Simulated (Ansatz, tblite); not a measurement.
# In9P9 wurtzite bond sphere (In₉P₉H₂₆): which spin state is lowest

Is the singlet the ground state of In9P9 wurtzite bond sphere (In₉P₉H₂₆)? Other spin states are computed and compared level by level.

The runs use Ansatz 0.2.0, Gaussian basis; as each input shows.

Levels to be run: triplet, at the geometry of the singlet (GFN1-xTB, GFN2-xTB, PBE0-D4/def2-SVP, PBE-D4/def2-SVP); the singlet's energies come from earlier runs.

1 further run of the same task is left out (set aside as unsound or not needed).

### 1 The geometry

The singlet was relaxed beforehand with PBE-D4/def2-SVP.

44 atoms, charge 0, spin multiplicity 1.

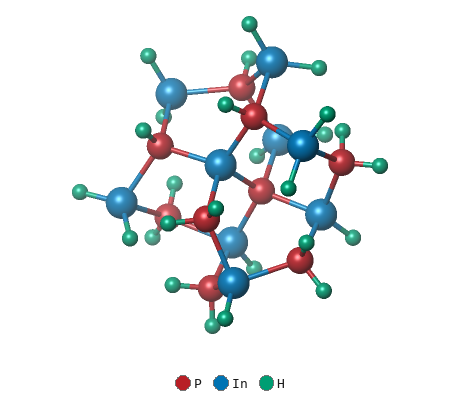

The geometry (phosphorus red, indium blue, hydrogen teal).

In takes a core potential in the def2 sets. No spin-orbit coupling is included.

### 2 Triplet at the fixed geometry, GFN1-xTB

Tight binding, by tblite at 300 K electronic temperature and without a spin-polarisation term:

```python
tblite.interface.Calculator('GFN1-xTB', numbers, positions, charge=0, uhf=2).singlepoint()
```

Energy -1407.8320 eV; 0.43 s.

### 3 Triplet at the fixed geometry, GFN2-xTB

Tight binding, by tblite at 300 K electronic temperature and without a spin-polarisation term:

```python
tblite.interface.Calculator('GFN2-xTB', numbers, positions, charge=0, uhf=2).singlepoint()
```

Energy -1275.3667 eV; 0.38 s.

### 4 Triplet at the fixed geometry, PBE0-D4/def2-SVP

Input file in.yaml:

```yaml
crystal:
  periodic: [false, false, false]
  atoms:
    - {symbol: P, position_ang: [1.162329, -3.917257, -0.376644]}
    - {symbol: In, position_ang: [-1.231952, -3.061693, 0.142137]}
    - {symbol: P, position_ang: [-0.909896, -2.865867, 2.807916]}
    - {symbol: In, position_ang: [-1.202048, -0.696531, -3.304134]}
    - {symbol: P, position_ang: [-1.134688, -0.655554, -0.620641]}
    - {symbol: In, position_ang: [-3.267314, 0.465453, 0.138117]}
    - {symbol: In, position_ang: [-1.087804, -0.623446, 4.108449]}
    - {symbol: P, position_ang: [-2.941268, 0.647478, 2.804594]}
    - {symbol: P, position_ang: [-2.809630, 2.966640, -0.379503]}
    - {symbol: In, position_ang: [3.266081, -2.898809, 0.920909]}
    - {symbol: In, position_ang: [3.148933, -0.835604, -3.161699]}
    - {symbol: P, position_ang: [1.019946, 0.586352, -3.685066]}
    - {symbol: P, position_ang: [3.031528, -0.726936, -0.488176]}
    - {symbol: In, position_ang: [0.953466, 0.550571, 0.197030]}
    - {symbol: P, position_ang: [0.885766, 0.513336, 2.873456]}
    - {symbol: In, position_ang: [0.850384, 3.141436, -3.164911]}
    - {symbol: P, position_ang: [0.887577, 2.988082, -0.491228]}
    - {symbol: In, position_ang: [-0.875024, 4.277626, 0.918655]}
    - {symbol: H, position_ang: [1.131308, -5.346832, -0.427998]}
    - {symbol: H, position_ang: [1.336828, -3.658218, -1.773658]}
    - {symbol: H, position_ang: [-2.591875, -4.104072, -0.117527]}
    - {symbol: H, position_ang: [-1.611643, -3.867679, 3.551446]}
    - {symbol: H, position_ang: [0.425605, -3.281341, 3.116325]}
    - {symbol: H, position_ang: [-1.043869, -2.400921, -3.666179]}
    - {symbol: H, position_ang: [-2.598892, 0.292270, -3.667709]}
    - {symbol: H, position_ang: [-4.850017, -0.190259, -0.123580]}
    - {symbol: H, position_ang: [-1.175084, -0.672081, 5.835921]}
    - {symbol: H, position_ang: [-4.160816, 0.535620, 3.545615]}
    - {symbol: H, position_ang: [-2.638958, 2.012515, 3.114989]}
    - {symbol: H, position_ang: [-2.498713, 2.989386, -1.776644]}
    - {symbol: H, position_ang: [-4.063020, 3.654962, -0.429471]}
    - {symbol: H, position_ang: [4.659468, -3.840710, 0.494170]}
    - {symbol: H, position_ang: [2.649006, -2.652093, 2.544790]}
    - {symbol: H, position_ang: [2.755980, -2.512388, -3.478589]}
    - {symbol: H, position_ang: [4.615373, -0.006169, -3.598819]}
    - {symbol: H, position_ang: [1.068533, 0.613115, -5.120839]}
    - {symbol: H, position_ang: [4.048690, 0.162198, -0.007370]}
    - {symbol: H, position_ang: [2.087398, -0.052256, 3.402922]}
    - {symbol: H, position_ang: [1.004081, 1.835659, 3.403981]}
    - {symbol: H, position_ang: [-0.799164, 3.637230, -3.480642]}
    - {symbol: H, position_ang: [2.300313, 3.998413, -3.603856]}
    - {symbol: H, position_ang: [2.166609, 3.424080, -0.011319]}
    - {symbol: H, position_ang: [-0.970194, 3.618730, 2.542037]}
    - {symbol: H, position_ang: [-0.993343, 5.955582, 0.492775]}
basis:
  gaussian: {orbitals: def2-SVP, fitting: {mean_field: def2-universal-jkfit}}
magnetization: {spin_polarized: true, initial_magnetization: 2}
hamiltonian: {xc: pbe0, dispersion: d4}
scf: {omitted_lower_state_checks: [starts]}
output: {orbitals: {seedname: orbitals}}
```

On the command line:

```console
$ ansatz run in.yaml --threads 2 --pin off --events-out ev --progress --plain --max-ram 32768MiB --backend cuda --devices 0, --max-vram 18GiB
```

What it wrote:

```text
Functional definition: PBE0
  name "PBE0"
  cite "Adamo & Barone, J. Chem. Phys. 110, 6158 (1999) doi:10.1063/1.478522"
  cite "Perdew, Burke & Ernzerhof, Phys. Rev. Lett. 77, 3865 (1996) doi:10.1103/PhysRevLett.77.3865"
  parent pbe
  parameter a = 0.25
  parameter kappa = 0.804
  parameter beta = 0.06672455060314922
  exchange = (1 - a)*pbe_x(kappa = kappa, mu = beta*pi^2/3) + a*exact_x
  correlation = pbe_c(beta = beta)
these checks for a lower state are left out or cut short: starts
3582 factors; integrals over basis functions are off by at most 3.4e-1 eV
mean field evaluation 1: about -130526.5034 eV, gradient 2.7e1 eV
mean field evaluation 2: about -130517.6487 eV, gradient 4.2e1 eV
mean field evaluation 4: about -130531.3362 eV, gradient 8.0e0 eV
mean field evaluation 8: about -130531.9516 eV, gradient 7.0e-1 eV
mean field evaluation 16: about -130531.9707 eV, gradient 8.0e-2 eV
mean field evaluation 32: about -130532.1367 eV, gradient 3.4e-5 eV
mean field -130532.13670219 eV, -4796.9675459453 hartree, gradient 4.9e-6 eV, S^2 2.006520; 0 other end points of the search recorded, 0 dependent functions left out
reference -130532.13680440 eV, -4796.9675497015 hartree; 176, 174 occupied and 350, 352 virtual orbitals, 3582 factors
Total energy: -130534.97151030 eV, -4797.0717232221 hartree
Checks for a lower state left out: starts
```

It took 29 s on 1 × H100 (card shared with other runs) with 2 threads of AMD EPYC 7R13, shared host; peak host memory 1.3 GiB.

HOMO -2.67 eV, LUMO -5.63 eV (over both spins; with the spin held, an empty level of the minority spin lies below the top filled one); ⟨S²⟩ 2.007 (pure: 2.00).

### 5 Triplet at the fixed geometry, PBE-D4/def2-SVP

start.molden holds the orbitals of an earlier run on this state, given as this run's starting guess.

in.yaml: that of step 4 with these lines changed.

```diff
@@ -48,5 +48,5 @@
 basis:
-  gaussian: {orbitals: def2-SVP, fitting: {mean_field: def2-universal-jkfit}}
+  gaussian: {orbitals: def2-SVP, fitting: {mean_field: def2-universal-jkfit}, initial_orbitals: start.molden}
 magnetization: {spin_polarized: true, initial_magnetization: 2}
-hamiltonian: {xc: pbe0, dispersion: d4}
+hamiltonian: {xc: pbe, dispersion: d4}
 scf: {omitted_lower_state_checks: [starts]}
```

Same command.

What it wrote:

```text
Functional definition: PBE
  name "PBE"
  cite "Perdew, Burke & Ernzerhof, Phys. Rev. Lett. 77, 3865 (1996) doi:10.1103/PhysRevLett.77.3865"
  parent pbe
  parameter kappa = 0.804
  parameter beta = 0.06672455060314922
  exchange = pbe_x(kappa = kappa, mu = beta*pi^2/3)
  correlation = pbe_c(beta = beta)
these checks for a lower state are left out or cut short: starts
3582 factors; integrals over basis functions are off by at most 3.4e-1 eV
mean field evaluation 1: about -130523.3553 eV, gradient 9.7e0 eV
mean field evaluation 2: about -130523.9038 eV, gradient 5.7e-1 eV
mean field evaluation 4: about -130523.9369 eV, gradient 1.9e-1 eV
mean field evaluation 8: about -130523.9379 eV, gradient 3.3e-4 eV
mean field evaluation 16: about -130523.9379 eV, gradient 1.5e-5 eV
mean field -130523.93794308 eV, -4796.6662471054 hartree, gradient 1.9e-6 eV, S^2 2.002184; 0 other end points of the search recorded, 0 dependent functions left out
reference -130523.93808034 eV, -4796.6662521495 hartree; 176, 174 occupied and 350, 352 virtual orbitals, 3582 factors
Total energy: -130527.02382269 eV, -4796.7796510893 hartree
Checks for a lower state left out: starts
```

Run time: 13 s. Hardware: 1 × H100 (card shared with other runs) with 2 threads of AMD EPYC 7R13, shared host; peak host memory 1.3 GiB.

From the report: HOMO -2.36 eV, LUMO -5.76 eV (over both spins; with the spin held, an empty level of the minority spin lies below the top filled one); ⟨S²⟩ 2.002 (pure: 2.00).

### 6 Triplet less singlet, vertical

The singlet's energies are those of its earlier runs, whose logs aren't repeated here.

```tsv
level	triplet less singlet, vertical (kcal/mol)	time
GFN1-xTB	+74.6	0.71 s
GFN2-xTB	+63.5	0.62 s
PBE-D4/def2-SVP	+77.7	21 s
PBE0-D4/def2-SVP	+92.7	50 s
```

Times add the two runs; a level without a time comes out of a correlated run. Tight binding without a spin term can't rank spin states.

### 7 Outcome

```
                                               quantity                                       value
triplet less singlet, vertical, functionals in def2-SVP  +77.7 (PBE-D4) to +92.7 kcal/mol (PBE0-D4)
```

In words: All functionals put the triplet above the singlet, over a spread of 15.0 kcal/mol. The checks for a lower triplet were left out, so another state of that spin may lie lower. These are electronic energies, without zero-point motion, entropy or surroundings.
